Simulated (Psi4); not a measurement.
**WO3 (SMILES [O]=[W](=[O])=[O]) at BHLYP/def2-SVPD (core potential)**

Aim: the energy change on altering one bond length of WO3 at BHLYP/def2-SVPD (core potential), from 2 runs. 

The results are computed with Psi4 1.11.

1 further run of the same task is left out (set aside as unsound or not needed).

## 1. The system as given

WO3: 4 atoms, total charge 0, spin state singlet. SMILES: `[O]=[W](=[O])=[O]`. Geometry: relaxed at PBE0-D4/def2-TZVP.

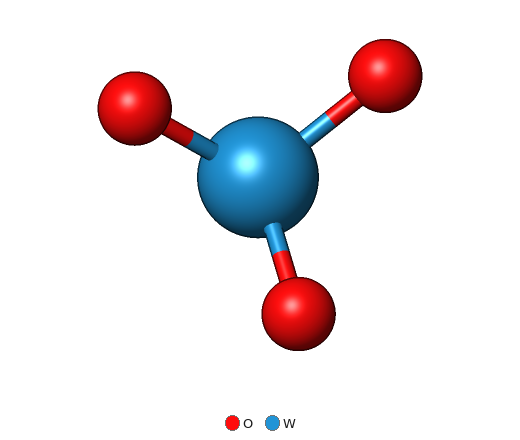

The structure, seen from a chosen angle (oxygen red, tungsten blue).

## 2. Energy and gradient at BHLYP/def2-SVPD (core potential)

File input.in:

```
memory 1.6 GB

molecule m {
  0 1
  O     -0.237500     0.265200     1.555000
  W     -0.366400    -0.283700    -0.065200
  O      1.071700    -1.143300    -0.433900
  O     -0.412200     1.101500    -1.076300
  symmetry c1
  no_reorient
  no_com
}

set basis def2-SVPD
set puream true
set e_convergence 1e-09
set d_convergence 1e-08
set scf_type pk
set dft_radial_points 99
set dft_spherical_points 590

e, wfn = gradient("bhhlyp", return_wfn=True)
oeprop(wfn, "MULLIKEN_CHARGES", "MAYER_INDICES", "WIBERG_LOWDIN_INDICES")
```

Command:

```bash
$ psi4 -i input.in -o input.out -n 1
```

input.out:

```text
[...]
    !!!  WARNING: ECP capability is in beta. Please check occupations closely.  !!!
[...]
  Running in c1 symmetry.
[...]
  Nuclear repulsion =  140.368928856597250
[...]
  Multiplicity = 1
[...]
  Nalpha       = 19
  Nbeta        = 19
[...]
    Number of basis functions: 104
[...]
   @RKS iter   1:  -291.31848321981346   -4.22056e-01   1.50079e-02 ADIIS/DIIS
[...]
   @RKS iter  15:  -292.38171313102436   -8.29914e-12   4.88885e-09 DIIS
[...]
    Orbital Energies [Eh]
    ---------------------
    Doubly Occupied:
       1A    -19.720170     2A    -19.720167     3A    -19.720156
       4A     -3.291968     5A     -1.889105     6A     -1.889095
       7A     -1.881079     8A     -1.063993     9A     -1.041294
      10A     -1.041284    11A     -0.520664    12A     -0.520659
      13A     -0.494355    14A     -0.488045    15A     -0.488029
      16A     -0.421539    17A     -0.395968    18A     -0.395963
      19A     -0.391120
[...]
  @RKS Final Energy:  -292.38171313102436
   => Energetics <=
    Nuclear Repulsion Energy =            140.3689288565972504
    One-Electron Energy =                -702.3630936106937952
    Two-Electron Energy =                 286.8958835549148034
    DFT Exchange-Correlation Energy =     -17.2834319318426033
    Empirical Dispersion Energy =           0.0000000000000000
    VV10 Nonlocal Energy =                  0.0000000000000000
    Total Energy =                       -292.3817131310243553
[...]
 Multipole Moments:
 ------------------------------------------------------------------------------------
     Multipole            Electronic (a.u.)      Nuclear  (a.u.)        Total (a.u.)
 ------------------------------------------------------------------------------------
 L = 1.  Multiply by 2.5417464519 to convert [e a0] to [Debye]
 Dipole X            :          1.3794042           -3.3138237           -1.9344195
 Dipole Y            :          2.7618614           -4.1282957           -1.3664343
 Dipole Z            :          0.7420273           -1.0476642           -0.3056369
 Magnitude           :                                                    2.3879982
[...]
  -Total Gradient:
     Atom            X                  Y                   Z
    ------   -----------------  -----------------  -----------------
       1        0.002054384920     0.002981466619     0.005626499697
       2       -0.009945066079    -0.007080329493    -0.001525311749
       3        0.006388026406    -0.001668023132    -0.000978040821
       4        0.001505588652     0.005803084097    -0.003107256155
[...]
  Mulliken Charges: (a.u.)
   Center  Symbol    Alpha    Beta     Spin     Total
       1     O     4.34691  4.34691  0.00000 -0.69382
       2     W     5.95922  5.95922  0.00000  2.08155
       3     O     4.34691  4.34691  0.00000 -0.69383
       4     O     4.34695  4.34695  0.00000 -0.69390
   Total alpha = 19.00000, Total beta = 19.00000, Total charge =  0.00000
  Mayer Bond Indices:
[...]
```

It took 19 s on 1 thread of Intel Xeon 6975P-C (Granite Rapids), shared host; peak memory 0.65 GiB.

## 3. The distorted shape, same level

File o3w.in:

```
memory 1600 MB

molecule m {
  0 1
  O
  W 1 1.715504
  O 2 2.2302 1 107.47679
  O 2 1.715576 1 107.47451 3 -115.41534
  symmetry c1
}

set globals {
  basis                def2-SVPD
  puream               true
  e_convergence        1e-09
  d_convergence        1e-08
  scf_type             pk
  dft_radial_points    99
  dft_spherical_points 590
}

E = gradient('bhhlyp')
```

Command:

```bash
$ psi4 -n 1 o3w.in o3w.out
```

o3w.out:

```text
[...]
    !!!  WARNING: ECP capability is in beta. Please check occupations closely.  !!!
[...]
  Running in c1 symmetry.
[...]
  Nuclear repulsion =  129.105400124189600
[...]
  Multiplicity = 1
[...]
  Nalpha       = 19
  Nbeta        = 19
[...]
    Number of basis functions: 104
[...]
   @RKS iter   1:  -290.82101804906534   -2.28078e-01   1.62600e-02 ADIIS/DIIS
[...]
   @RKS iter  24:  -292.25965490447334   -6.02540e-12   4.00215e-09 DIIS
[...]
    Orbital Energies [Eh]
    ---------------------
    Doubly Occupied:
       1A    -19.764553     2A    -19.764536     3A    -19.717529
       4A     -3.323133     5A     -1.922515     6A     -1.914007
       7A     -1.889084     8A     -1.091935     9A     -1.076682
      10A     -0.977498    11A     -0.544491    12A     -0.532779
      13A     -0.501460    14A     -0.490198    15A     -0.479869
      16A     -0.430004    17A     -0.393104    18A     -0.358204
      19A     -0.340831
[...]
  @RKS Final Energy:  -292.25965490447334
   => Energetics <=
    Nuclear Repulsion Energy =            129.1054001241896003
    One-Electron Energy =                -679.3993060935049471
    Two-Electron Energy =                 275.1966249852066539
    DFT Exchange-Correlation Energy =     -17.1623739203646224
    Empirical Dispersion Energy =           0.0000000000000000
    VV10 Nonlocal Energy =                  0.0000000000000000
    Total Energy =                       -292.2596549044733365
[...]
 Multipole Moments:
 ------------------------------------------------------------------------------------
     Multipole            Electronic (a.u.)      Nuclear  (a.u.)        Total (a.u.)
 ------------------------------------------------------------------------------------
 L = 1.  Multiply by 2.5417464519 to convert [e a0] to [Debye]
 Dipole X            :         16.6687905          -15.0251265            1.6436640
 Dipole Y            :         16.3311554          -14.4854498            1.8457056
 Dipole Z            :          5.9013676           -5.3936353            0.5077323
 Magnitude           :                                                    2.5231037
[...]
  -Total Gradient:
     Atom            X                  Y                   Z
    ------   -----------------  -----------------  -----------------
       1       -0.000679511284    -0.004791590861    -0.038740958602
       2        0.039222680688     0.138479998508    -0.017682771018
       3       -0.003555702241    -0.145206252434     0.043364872262
       4       -0.035026223742     0.011526351251     0.013030512188
[...]
```

Wall time 31 s (1 thread of Intel Xeon 6975P-C (Granite Rapids), shared host); peak memory 0.63 GiB.

## 4. Results

At BHLYP/def2-SVPD (core potential):

| quantity | value |
| --- | --- |
| first shape: total energy | -292.38171 Eh |
| first shape: dipole moment | 6.07 D |
| first shape: HOMO energy | -10.64 eV |
| first shape: LUMO energy | -4.38 eV |
| first shape: HOMO–LUMO gap | 6.27 eV |
| first shape: largest force on an atom | 0.633 eV/Å |
| distorted shape: total energy | -292.25965 Eh |
| distorted shape: dipole moment | 6.41 D |
| distorted shape: HOMO energy | -9.27 eV |
| distorted shape: LUMO energy | -4.88 eV |
| distorted shape: HOMO–LUMO gap | 4.40 eV |
| distorted shape: largest force on an atom | 7.795 eV/Å |
| energy change with the W2–O3 bond stretched from 1.716 to 2.230 Å | 3.321 eV |

With the W2–O3 bond stretched from 1.716 to 2.230 Å the energy rises by 3.32 eV (320 kJ/mol). The first shape isn't relaxed at this level, so the change isn't measured from a minimum. The largest force (first shape) is 0.63 eV/Å: the shape isn't a stationary point for this species at this level.
